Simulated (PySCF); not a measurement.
```yaml
atoms:
  - { symbol: C, position_ang: [-2.2991, 0.0715, -0.9381] }
  - { symbol: C, position_ang: [-1.4742, -0.0017, 0.3440] }
  - { symbol: O, position_ang: [-0.4937, -1.0318, 0.2531] }
  - { symbol: C, position_ang: [-0.7481, 1.2986, 0.6446] }
  - { symbol: Si, position_ang: [0.5743, 1.0271, 1.9975] }
  - { symbol: Si, position_ang: [2.1423, -0.4786, 1.2094] }
  - { symbol: Si, position_ang: [1.9592, -0.9159, -1.0464] }
  - { symbol: F, position_ang: [3.4423, -0.8752, -1.7073] }
  - { symbol: H, position_ang: [-3.0103, 0.8907, -0.8769] }
  - { symbol: H, position_ang: [-2.8502, -0.8542, -1.1006] }
  - { symbol: H, position_ang: [-1.6402, 0.2391, -1.7876] }
  - { symbol: H, position_ang: [-2.1401, -0.2357, 1.1906] }
  - { symbol: H, position_ang: [-0.9205, -1.8536, -0.0091] }
  - { symbol: H, position_ang: [-1.4830, 2.0468, 0.9366] }
  - { symbol: H, position_ang: [-0.2724, 1.6570, -0.2686] }
  - { symbol: H, position_ang: [-0.1608, 0.5910, 3.1965] }
  - { symbol: H, position_ang: [1.0581, 2.3781, 2.3245] }
  - { symbol: H, position_ang: [2.0183, -1.7463, 1.9559] }
  - { symbol: H, position_ang: [3.4989, -0.0195, 1.5758] }
  - { symbol: H, position_ang: [1.5109, -2.2457, -1.4579] }
  - { symbol: H, position_ang: [1.2793, 0.0755, -1.8790] }
```

Geometry: GFN2-xTB.

All numbers below come from PBE0/pcSseg-1, SCF density, gas phase, non-relativistic in PySCF 2.14.0.

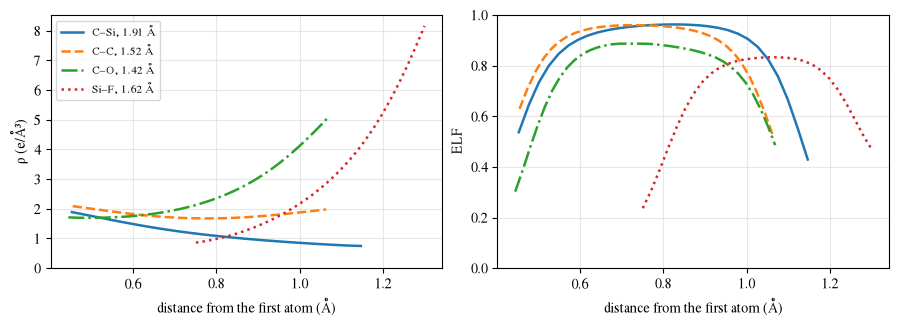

C3H13FOSi3. Total electron density and electron localisation function along straight lines between neighbouring atoms. The curves leave out the atomic cores.

> What can be read from the curves?

C–Si (1.91 Å): ρ is about 0.9 e/Å³ halfway; the ELF peaks at about 0.95 between the atoms: a shared electron pair.
C–C (1.52 Å): ρ is about 1.7 e/Å³ halfway; the ELF peaks at about 0.95 between the atoms (a shared electron pair).
C–O (1.42 Å): ρ at the midpoint is about 2 e/Å³, with its minimum of 1.7 e/Å³ about 0.5 Å from C; the ELF peaks at about 0.90 between the atoms, as expected for a shared but strongly polarised pair.
Si–F (1.62 Å): the density is about 1 e/Å³ at the midpoint; the ELF peaks at about 0.85 in the valence shell of F, 0.6 Å from its nucleus, and is about 0.45 at the midpoint.
